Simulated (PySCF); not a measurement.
## Electronic structure of C₆H₇P (SMILES Cc1ccpcc1) in real space

```xyz
14

C     1.9757    0.0499    0.0781
C     0.4784    0.0000    0.0216
C    -0.1790   -1.2191   -0.0893
C    -1.5493   -1.3578   -0.1536
P    -2.6992   -0.0621   -0.1076
C    -1.6083    1.2804    0.0248
C    -0.2353    1.1941    0.0725
H     2.3054    0.6696    0.9107
H     2.3722    0.4878   -0.8385
H     2.3985   -0.9448    0.1943
H     0.4246   -2.1186   -0.1269
H    -1.9566   -2.3584   -0.2387
H    -2.0596    2.2641    0.0747
H     0.3318    2.1142    0.1558
```

Geometry: GFN2-xTB.

Theory: PySCF, PBE0/def2-SVPD, SCF density, gas phase.

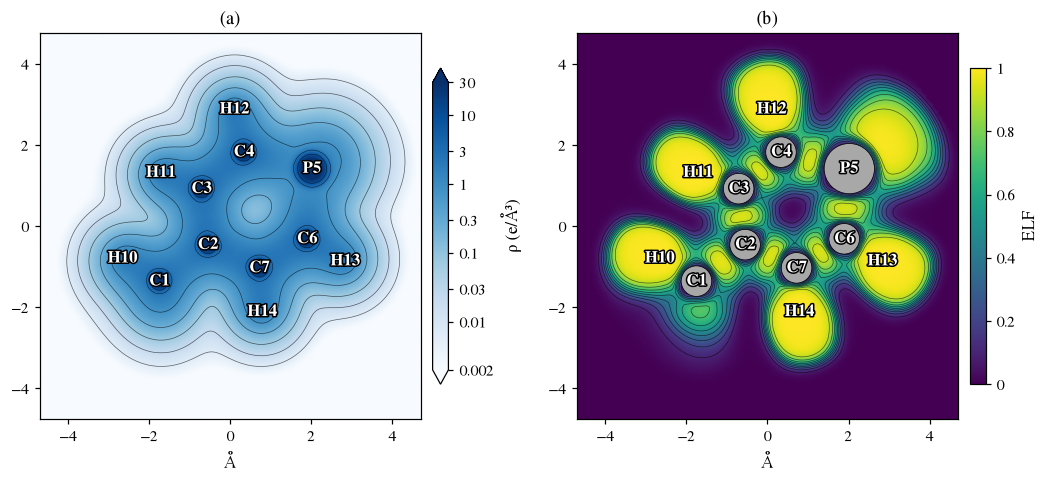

Figure 1. (a) total electron density; (b) ELF on the plane of atoms C1, C2 and C7. Grey discs cover the atomic cores in the ELF map.

Describe what can be read from this map.

Atoms in the plane: C, P and H. C–C (1.38 Å): ρ at the midpoint is about 2.1 e/Å³; the ELF peaks at about 0.95 between the atoms (a covalent bond). C–P (1.73 Å): ρ is about 1.3 e/Å³ halfway; the ELF peaks at about 0.95 between the atoms; localised, covalent bonding. C–H (1.08 Å): the density is about 2 e/Å³ at the midpoint; the ELF climbs to about 1 towards the hydrogen, as it does in any bond to H; an ordinary covalent bond to hydrogen. C–C (1.50 Å): ρ at the midpoint is about 1.7 e/Å³; the ELF peaks at about 0.95 between the atoms (a covalent bond). The ELF also peaks beside P5, away from the bonds: lone-pair regions.

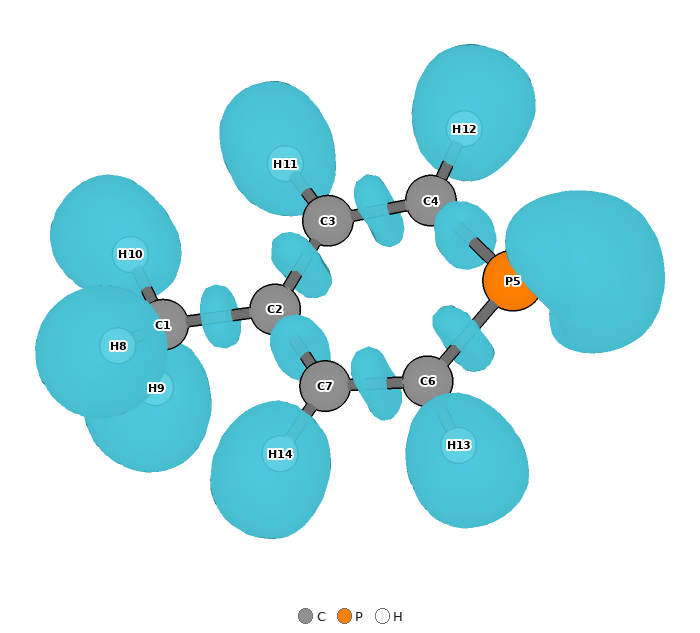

Figure 2. Isosurface of the electron localisation function at 0.85 (cyan), seen at a tilt. Core shells and regions of very low density are left out.

What do the ELF domains correspond to?

The ELF exceeds this value in five regions between bonded C–C atoms (shared pairs), two regions between bonded C–P atoms (shared pairs), seven regions around hydrogen nuclei and one lobe on P, pointing away from the bonds (lone pairs).

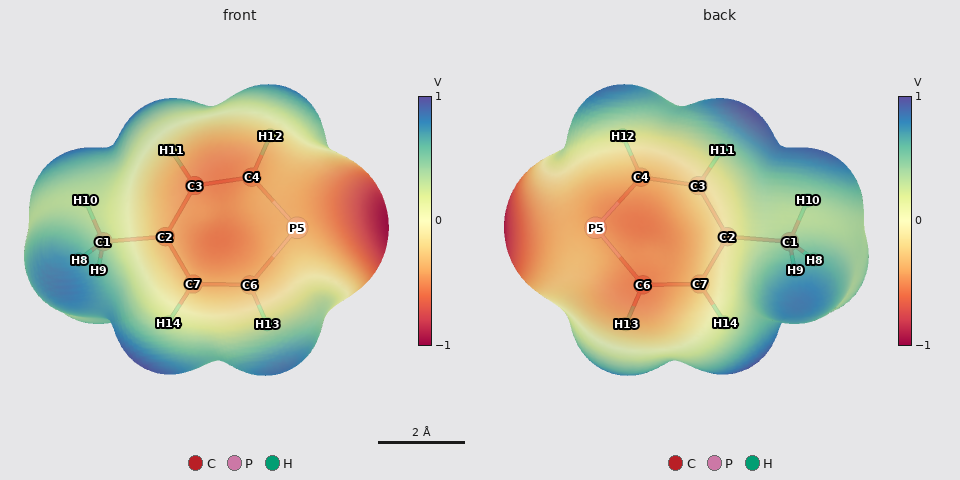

Figure 3. The molecular electrostatic potential painted on the density surface at 0.002 e/bohr³, seen from the front and from behind; red is negative and blue positive.

Where is the surface potential most negative and most positive?

The most negative region (about −1.0 V) lies over P5, the most positive (about +1.0 V) over H11 and H14.

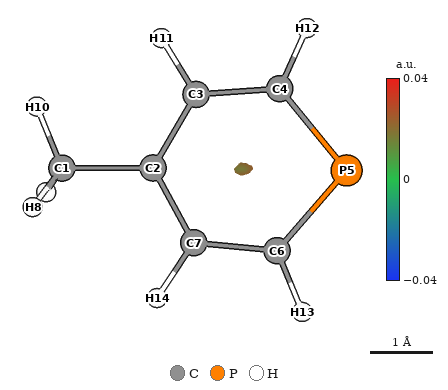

Figure 4. Non-covalent interaction (NCI) plot: the surface where the reduced density gradient is 0.4, for densities under 0.05 a.u., coloured by sign(λ₂)ρ; seen at a tilt.

Which non-covalent interactions does the plot reveal?

Inside the ring or cage of C2, C3, C4, P5, C6 and C7: steric crowding (red).
